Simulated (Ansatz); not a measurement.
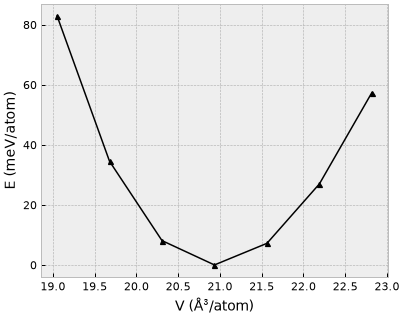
Fig. 1. Rh (diamond, Fd-3m) under volume change, plane-wave PAW PBE (Ansatz code), scaled uniformly.

Task: What does a third-order Birch–Murnaghan fit give for V₀, B₀ and B′?

Result: V₀ = 20.93 Å³/atom, B₀ = 129 GPa, B′ = 5.1.

The cell is a constructed one: a structure type filled with these elements; neither database checked (COD, Materials Project) lists it. It is not the phase usual at ambient conditions (space group No. 225). Symmetry was held in the PBE relaxation. At this level the phase is mechanically unstable. No spin polarisation was allowed.

Potentials: the later of the program's two PAW sets.
